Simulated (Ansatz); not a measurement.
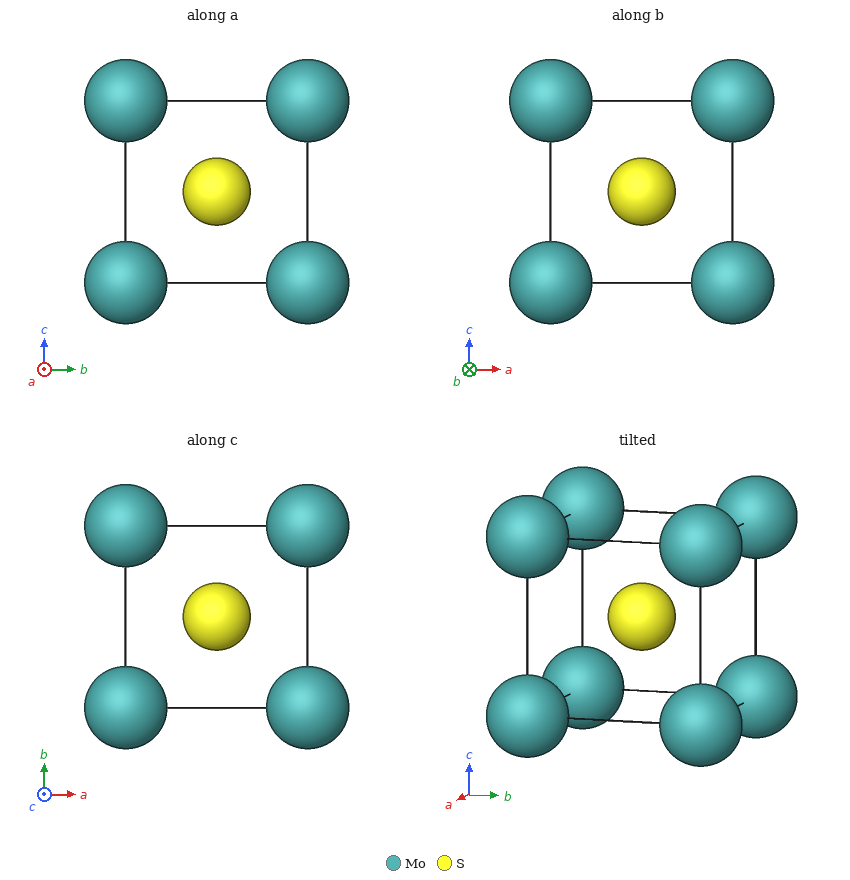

Spheres-only representation of a periodic structure, projected along the a axis, along the b axis, along the c axis and slightly off an axis. The lines enclose the conventional unit cell; boundary atoms appear with their images.

Lattice parameters: a = 3.0056 Å, b = 3.0056 Å, c = 3.0056 Å, α = 90.000°, β = 90.000°, γ = 90.000°.

Question: Write the structure as a CIF in P1 with every atom of the cell.

Answer:
```cif
data_structure
_symmetry_space_group_name_H-M 'P 1'
_symmetry_Int_Tables_number 1
_cell_length_a 3.0056
_cell_length_b 3.0056
_cell_length_c 3.0056
_cell_angle_alpha 90.000
_cell_angle_beta 90.000
_cell_angle_gamma 90.000
_cell_volume 27.15
loop_
_atom_site_label
_atom_site_type_symbol
_atom_site_fract_x
_atom_site_fract_y
_atom_site_fract_z
_atom_site_occupancy
Mo1 Mo 0.0000 0.0000 0.0000 1
S1 S 0.5000 0.5000 0.5000 1
```

The model was built from a structure type filled with these elements by a generator (whether the compound takes this form wasn't checked). Earlier steps of the study, as a rule a relaxation of our own, may have changed the cell and positions, so they can lie some per cent off the listed ones. It was run through Ansatz as a DFT input.
